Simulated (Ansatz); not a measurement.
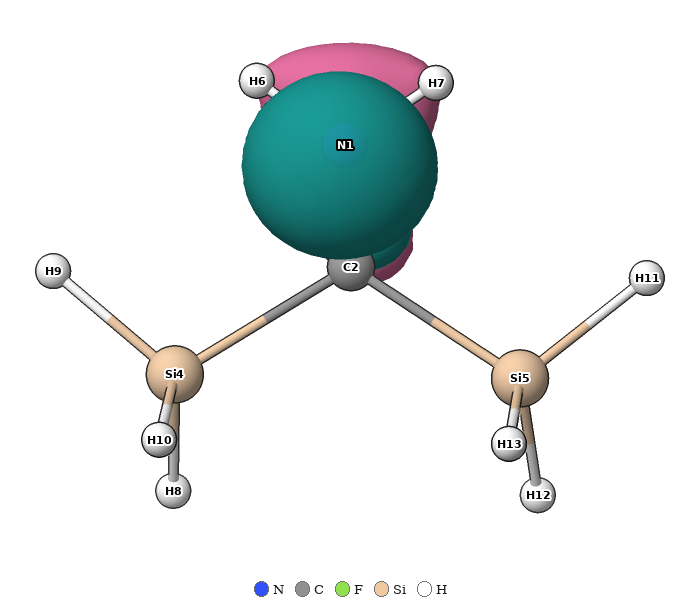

*CH$_{8}$FNSi$_{2}$. The HOMO−1 at ±0.2 Å⁻³ᐟ² (teal and pink are the two phases), seen across its widest extent.*

Level of theory: RKS PBE0-D4/def2-SVP in Ansatz 0.2.0.

```xyz
13

N     0.2884    1.3185   -0.8492
C    -0.3205    0.2538   -0.1636
F    -1.7558    0.3155   -0.2023
Si    0.1223    0.3256    1.6945
Si    0.1205   -1.4078   -0.9994
H     0.0944    2.2353   -0.4517
H     0.0935    1.3367   -1.8481
H    -0.6827   -0.6780    2.4473
H    -0.2013    1.7031    2.1792
H     1.5763    0.0525    1.8944
H    -0.2048   -1.2778   -2.4535
H    -0.6845   -2.5083   -0.3972
H     1.5745   -1.7037   -0.8355
```

### Describe this orbital and give its energy.

It lies mainly on N1 (about 65 %), F3 (about 10 %) and C2 (about 5 %). Its energy is −7.95 eV.
